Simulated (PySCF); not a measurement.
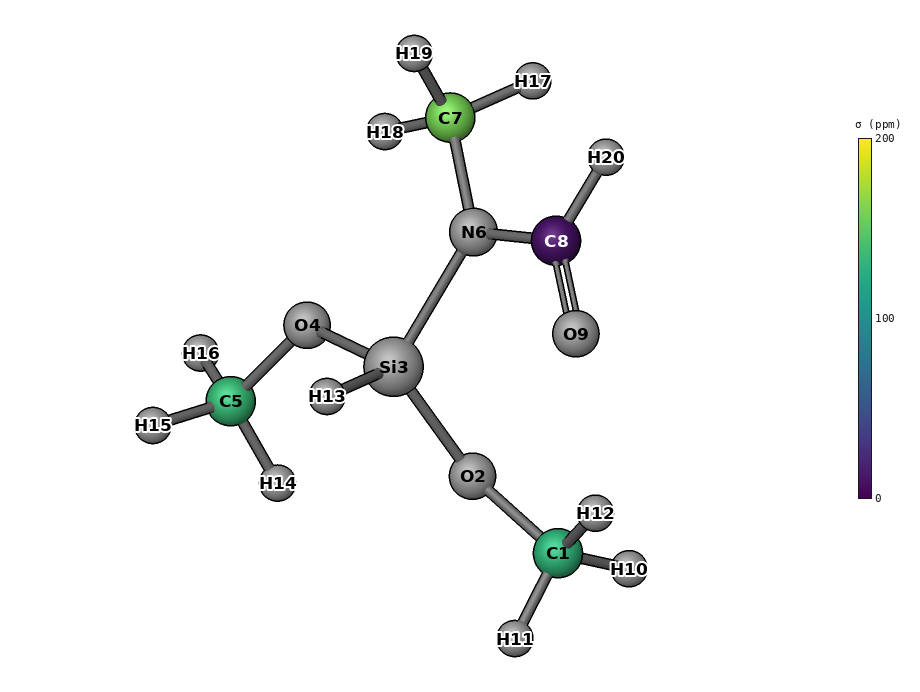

Atoms are coloured by their isotropic NMR shieldings (C only, the others grey). The geometry was computed by an optimisation with GFN2-xTB. No frequency run is at hand to confirm it as a minimum. Properties computed with GIAO PBE0/pcSseg-1 NMR shielding, non-relativistic, gas phase (PySCF 2.14.0).

Question: Which C atom is the most shielded (lowest chemical shift)?

Answer: C7 (158.0 ppm).

Question: Which C atom is the least shielded (highest chemical shift)?

Answer: C8 (10.8 ppm).

Question: How wide is the range of C shifts?

Answer: 147.2 ppm.

List the isotropic NMR shieldings of the C atoms.

```
atom  σ (ppm)
  C1    131.8
  C5    135.4
  C7    158.0
  C8     10.8
```

The geometry is semi-empirical. Around Si such bond lengths and angles can be off by a tenth of an ångström or more and by several degrees, and values that hang on the shape move with them.
